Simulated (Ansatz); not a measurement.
# C2H2FO (charge -1): rigid scan of one bond length from a Python script

How does the energy of C2H2FO (charge -1) change as one bond is stretched? A script is to give a rigid scan of one bond length; the system is C2H2FO (charge -1). SMILES: [O-]/C=C/F.

Program: the Python package of Ansatz 0.2.0. Level of theory: CAM-B3LYP/def2-SVP. These are calculated values, not measurements.

## 1. The structure

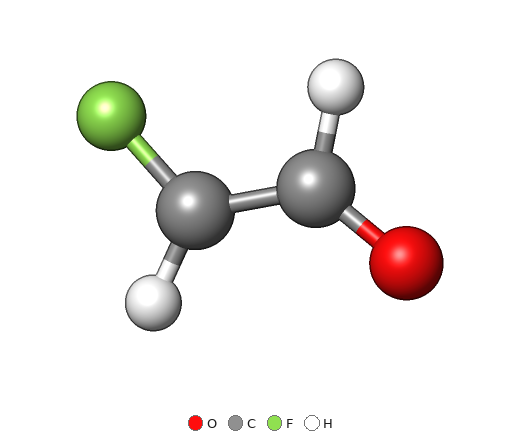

The starting structure, viewed from a chosen angle; oxygen red, carbon grey, fluorine green, hydrogen white.

The script holds or builds the structure itself.

## 2. Script

Input file c2h2fo.py:

```python
"""Potential curve of C2H2FO(-) along one bond."""

import ansatz as az
import matplotlib.pyplot as plt
import numpy as np

GEOMETRY = """
O     1.71060   -0.61070    0.02820
C     0.68020    0.10940   -0.02100
C    -0.61830   -0.20610    0.02890
F    -1.58890    0.72530   -0.04070
H     0.83760    1.18450   -0.12190
H    -1.02120   -1.20230    0.12650
"""

mol = az.Crystal.molecule()
for line in GEOMETRY.strip().splitlines():
    symbol, *xyz = line.split()
    mol = mol.atom(symbol, [float(v) for v in xyz])

symbols = [site.symbol for site in mol.cartesian_sites]
start = np.array([site.position_ang for site in mol.cartesian_sites])
axis = (start[3] - start[2]) / np.linalg.norm(start[3] - start[2])
moving = [3]
lengths, energies = [1.185, 1.239, 1.293, 1.347, 1.401, 1.455, 1.509, 1.589], []
for length in lengths:
    xyz = start.copy()
    xyz[moving] += (length - np.linalg.norm(start[3] - start[2])) * axis
    point = az.Crystal.molecule()
    for symbol, place in zip(symbols, xyz):
        point = point.atom(symbol, place.tolist())
    calc = (
        point.calculation()
        .basis(gaussian="def2-SVP")
        .functional("cam_b3lyp")
        .charge(-1)
    )
    data = calc.run(threads=1).report
    energies.append(data["free_energy_ev"])
    print(f"r = {length:6.3f} A  E = {energies[-1]:.5f} eV  <S^2> = {abs(data['mean_field']['state']['spin_squared']):.3f}")

# quartic fit about the minimum
fit = np.polynomial.Polynomial.fit(lengths, np.array(energies) - min(energies), 4).convert()
roots = [r.real for r in fit.deriv().roots() if abs(r.imag) < 1e-9 and fit.deriv(2)(r.real) > 0]
r_e = min(roots, key=lambda r: abs(r - lengths[int(np.argmin(energies))]))
print(f"minimum of the fit at {r_e:.4f} A, force constant {fit.deriv(2)(r_e):.2f} eV/A^2")
plt.figure(figsize=(4.5, 3))
plt.plot(lengths, np.array(energies) - min(energies), "o-")
plt.xlabel("bond length (A)")
plt.ylabel("E - E(min) (eV)")
plt.tight_layout()
plt.savefig("scan.png", dpi=100)
```

## 3. What the engine is handed

The engine receives this input (first run):

```yaml
crystal:
  periodic: [false, false, false]
  atoms:
    - { symbol: O, position_ang: [1.7106, -0.6107, 0.0282] }
    - { symbol: C, position_ang: [0.6802, 0.1094, -0.021] }
    - { symbol: C, position_ang: [-0.6183, -0.2061, 0.0289] }
    - { symbol: F, position_ang: [-1.4721673074292203, 0.6132818361215493, -0.03232930619933416] }
    - { symbol: H, position_ang: [0.8376, 1.1845, -0.1219] }
    - { symbol: H, position_ang: [-1.0212, -1.2023, 0.1265] }
basis:
  gaussian:
    orbitals: def2-SVP
hamiltonian:
  xc: cam_b3lyp
total_charge: -1.0
```

## 4. Running it

Run with:

```sh
python c2h2fo.py
```

Q: Predict the main results. Wanted: range of energy; lowest point, distance.

**Answer**, as computed:

| quantity | value |
| --- | --- |
| bond length at the fit's minimum | 1.3943 Å |
| runs compared | 8 |
| range of energy | 1.173 eV |
| lowest point, distance (Å) | 1.40 |

In words: The curve has its lowest point inside the range, at 1.40. The ends stand 1.17 and 0.44 eV above it. The distance scanned is the script's pair 2, 3. Notes:
- The rest of the molecule is held rigid at a force-field or estimated start geometry, and the basis set is modest; single-reference methods fail as a bond breaks.
- The orbitals are restricted, so S² is zero by construction.
- Anions want diffuse functions, which this basis lacks.
